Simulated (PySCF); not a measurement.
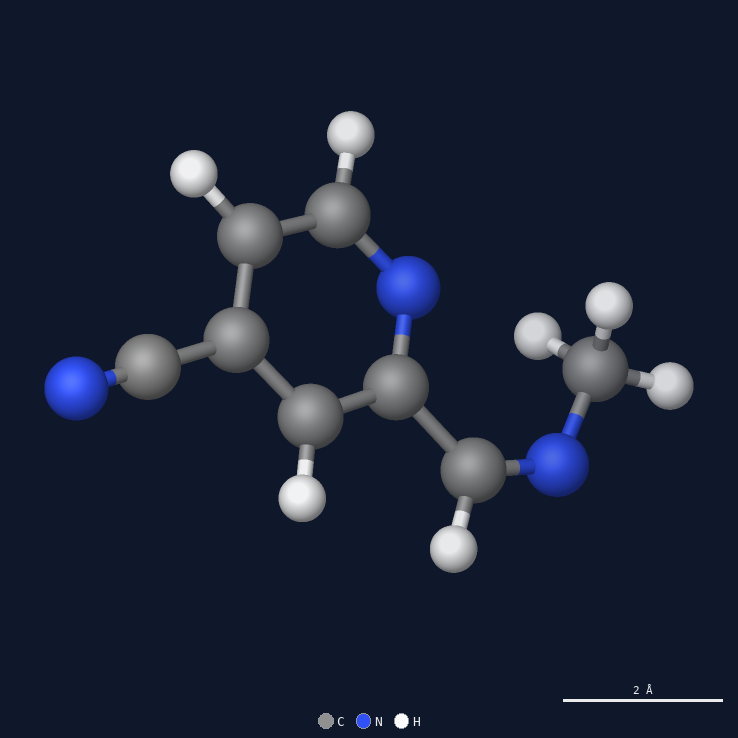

Ball-and-stick drawing of a structure. Every bond is drawn as one stick, whatever its order.

What is the molecular formula?

Answer. C₈H₇N₃, 18 atoms: 8 carbon, 7 hydrogen and 3 nitrogen.

Does it have rings?

Answer. Independent rings (smallest set): 1 of 6 members, 1 of them aromatic.

More results for the same structure follow; atom numbers are the same in all pictures, views and colours differ. The computed structure is the end point of a PBE0-D3(BJ)/def2-SVP optimisation. No frequency run is at hand to confirm it as a minimum.

## Shape

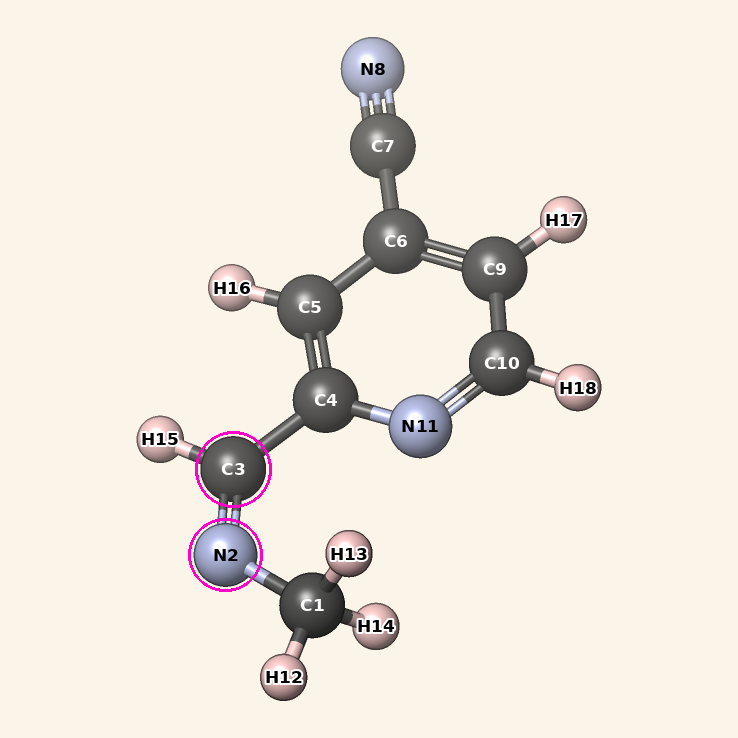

Distant atoms are faded towards the background colour. Circles mark the stereogenic atoms. No frequency run is at hand to confirm it as a minimum.

Assign CIP descriptors.

Answer. N2=C3: Z.

## Electronic properties

No frequency run is at hand to confirm it as a minimum. Properties computed with PBE0/pcSseg-1 in dichloromethane (IEF-PCM) (PySCF 2.14.0).

What does the calculation give?

- dipole moment: 2.99 D
- HOMO energy (Kohn–Sham orbital): −7.09 eV
- LUMO energy (Kohn–Sham orbital): −2.41 eV
- HOMO–LUMO gap: 4.68 eV

## NMR shielding

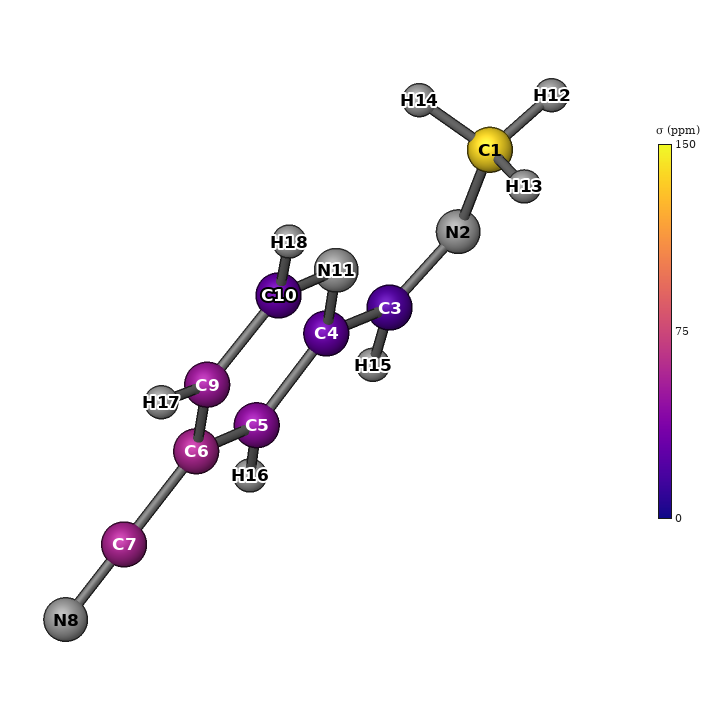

Atoms are coloured by their isotropic NMR shieldings (C only, the others grey). No frequency run is at hand to confirm it as a minimum. Properties computed with GIAO PBE0/pcSseg-1 NMR shielding, non-relativistic, IEF-PCM methanol (PySCF 2.14.0).

Which C atom is the most shielded (lowest chemical shift)?

Answer. C1 (138.7 ppm).

Which C atom is the least shielded (highest chemical shift)?

Answer. C3 (21.1 ppm).

How wide is the range of C shifts?

Answer. 117.6 ppm.

Give the isotropic NMR shieldings of the C atoms atom by atom.

| atom | σ (ppm) |
| --- | --- |
| C1 | 138.7 |
| C3 | 21.1 |
| C4 | 28.8 |
| C5 | 46.3 |
| C6 | 58.6 |
| C7 | 58.4 |
| C9 | 52.0 |
| C10 | 28.4 |

## Charges

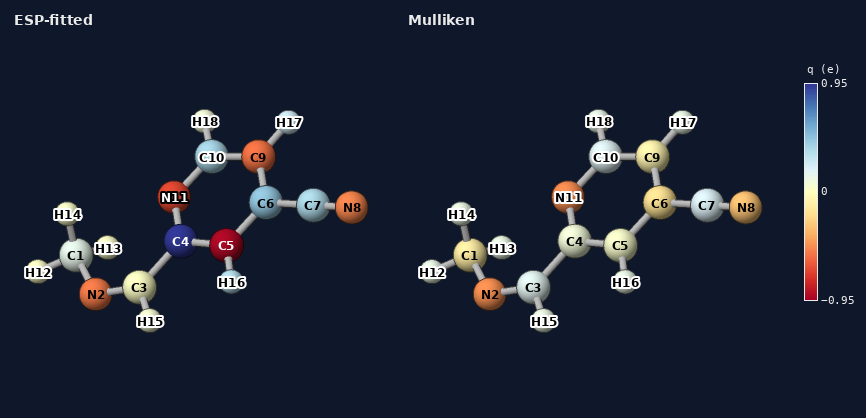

Atomic charges of one calculation by 2 schemes, on one colour scale. No frequency run is at hand to confirm it as a minimum. Method: PBE0/pcSseg-1 in dichloromethane (IEF-PCM) (PySCF 2.14.0).

Which scheme gives the most polar picture (largest mean size of the charges)?

Answer. The ESP-fitted charges are the largest in size here.

On which atom do the schemes disagree most?

Answer. On C5 (from −0.91 to 0.04 e).

List the charges (e), one line for each set of equivalent atoms. Atoms whose distances differ by more than 0.02 Å in this geometry are listed apart.

```
atom  ESP-fitted  Mulliken
  C1        0.14     −0.11
  N2       −0.52     −0.46
  C3        0.02      0.17
  C4        0.94      0.08
  C5       −0.91      0.04
  C6        0.45     −0.17
  C7        0.36      0.20
  N8       −0.49     −0.29
  C9       −0.54     −0.06
 C10        0.38      0.18
 N11       −0.68     −0.47
 H12        0.03      0.13
 H13        0.04      0.12
 H14        0.03      0.12
 H15        0.07      0.12
 H16        0.34      0.13
 H17        0.25      0.13
 H18        0.09      0.13
```

Mulliken values depend strongly on the basis set and can even reverse the polarity of a bond.
